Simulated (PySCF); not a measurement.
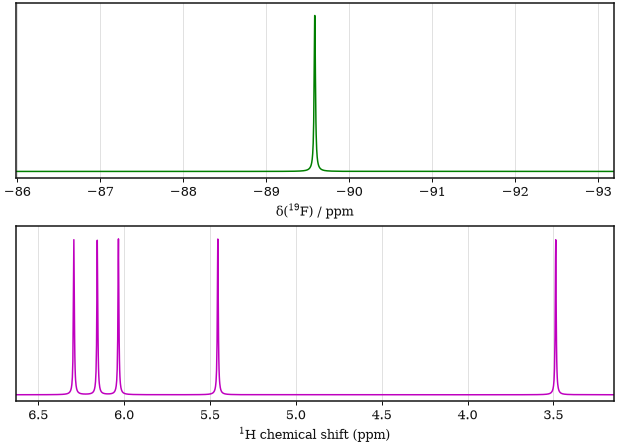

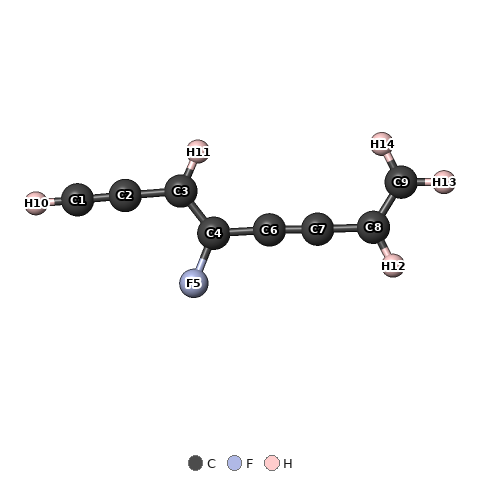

Spectrum and numbered structure of C₈H₅F, SMILES C#C/C=C(\F)C#CC=C. GIAO shifts, PBE0/pcSseg-1 in PySCF, at a GFN2-xTB geometry (no frequency check), against CFCl₃ for ¹⁹F and TMS for ¹H computed at the same level (¹⁹F: this reference is a hard case for the method, so all values can be off together by tens of ppm, and differences between signals are safer). Gas phase, fully decoupled, line heights follow the number of nuclei, widths are arbitrary (no quadrupolar broadening); values of one conformer, averaged over methyl-type rotors and exact or near symmetry.

> Where does the ¹⁹F line lie?

At −89.6 ppm (F5).

> Which atoms give which ¹H line?

| δ (ppm) | nuclei | atoms |
| --- | --- | --- |
| 6.29 | 1 | H12 |
| 6.16 | 1 | H14 |
| 6.03 | 1 | H13 |
| 5.45 | 1 | H11 |
| 3.49 | 1 | H10 |

Known limits of this run: the tight-binding geometry is rougher than a DFT one and adds to the error.
